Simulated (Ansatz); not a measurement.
**H$_{6}$O$_{3}$Si$_{2}$ (SMILES O[SiH2]O[SiH2]O): density, localisation and related maps**

Input file:

```
crystal:
  periodic: [false, false, false]
  atoms:
    - {symbol: O, position_ang: [-1.461216, -1.354436, -0.182202]}
    - {symbol: Si, position_ang: [-0.288168, -1.223524, 0.962983]}
    - {symbol: O, position_ang: [0.559450, 0.158765, 0.786752]}
    - {symbol: Si, position_ang: [1.000259, 1.237813, -0.361051]}
    - {symbol: O, position_ang: [-0.211267, 1.513776, -1.431061]}
    - {symbol: H, position_ang: [-2.243694, -0.811037, -0.075331]}
    - {symbol: H, position_ang: [0.595702, -2.388244, 0.744306]}
    - {symbol: H, position_ang: [-0.873871, -1.207545, 2.324657]}
    - {symbol: H, position_ang: [1.266235, 2.534353, 0.292099]}
    - {symbol: H, position_ang: [2.200940, 0.702952, -1.052755]}
    - {symbol: H, position_ang: [-0.479069, 0.780027, -1.987697]}
basis:
  gaussian: {orbitals: def2-TZVPP}
hamiltonian: {xc: pbe0, dispersion: d4}
output: {orbitals: {seedname: orbitals}}
```

Run with:

```sh
ansatz run in.yaml --threads 4 --pin off --events-out ev --progress --plain --max-ram 10444MiB
```

Geometry: PBE0-D4/def2-TZVP.

Level of theory: RKS PBE0-D4/def2-TZVPP in Ansatz 0.2.0.

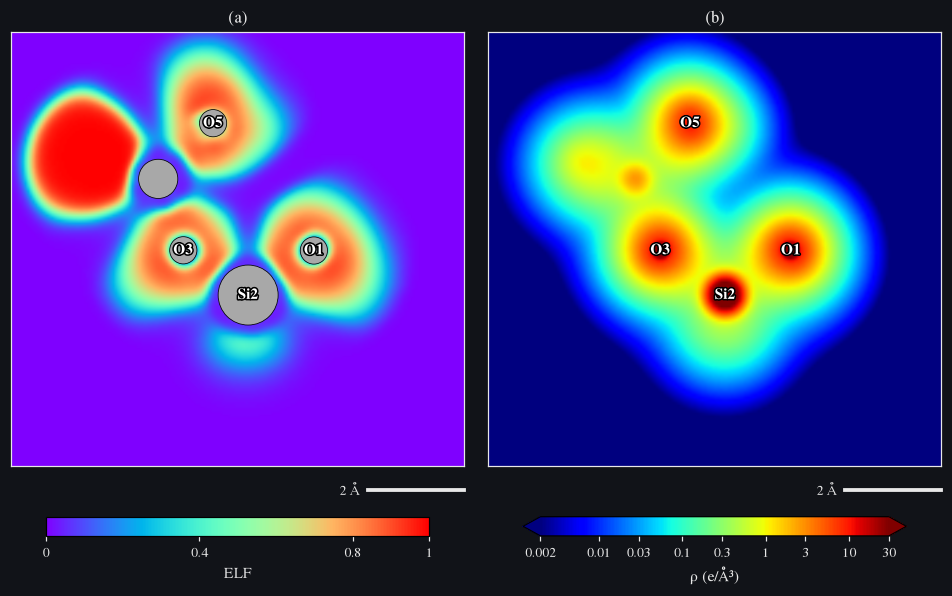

Figure 1. (a) electron localisation function; (b) electron density on the plane of atoms O1, Si2 and O3. Grey discs cover the atomic cores in the ELF map.

**What do the fields say about this system?**

- The section cuts through O and Si sites.
- Si–O (1.63 Å): ρ at the midpoint is about 1.2 e/Å³; the ELF peaks at about 0.85 between the atoms; a polar covalent bond.
- The ELF also peaks beside O1, O3 and O5, away from the bonds: lone-pair regions.

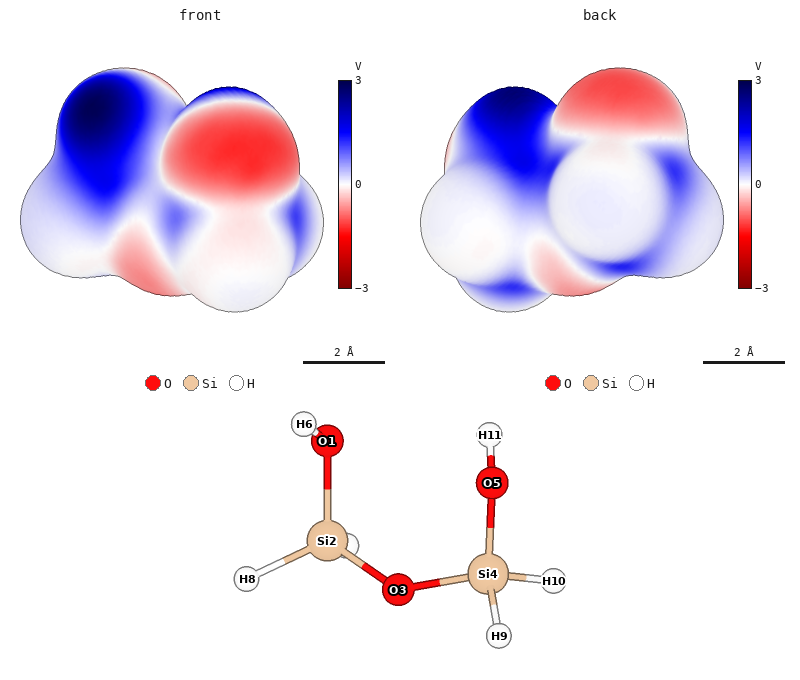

Figure 2. The molecular electrostatic potential painted on the density surface at 0.002 e/bohr³, seen from the front and from behind; the colour scale runs from red (negative) to blue (positive). The bare structure is drawn below in the same view.

**Which sites attract a positive test charge, and which a negative one?**

A positive charge is drawn to the negative regions and a negative charge to the positive ones. The most negative region (about −1.2 V) lies over O5, the most positive (about +2.8 V) over H6. O5 is the likeliest acceptor of a hydrogen bond.

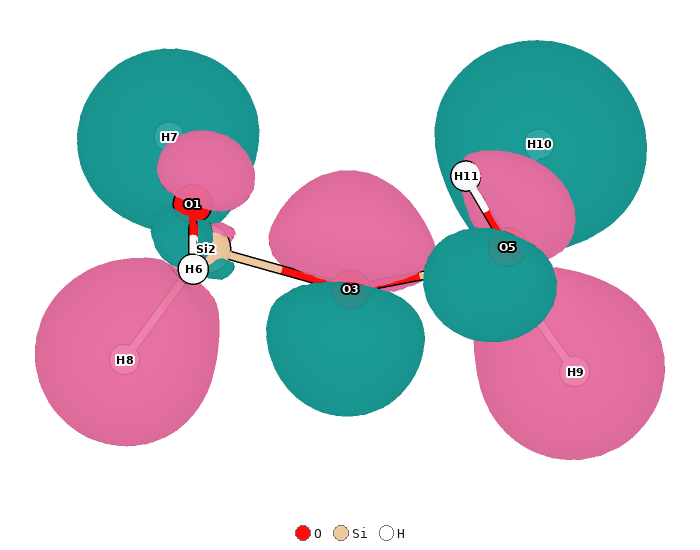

Figure 3. The HOMO at ±0.08 Å⁻³ᐟ² (teal and pink are the two phases), seen from one side.

**What is the character of this orbital?**

By Hirshfeld shares it lies mainly on O3 (about 20 %), Si4 (about 15 %), H10 (about 15 %), Si2 (about 10 %), H9 (about 10 %) and H7 (about 10 %). Its energy is −8.56 eV.
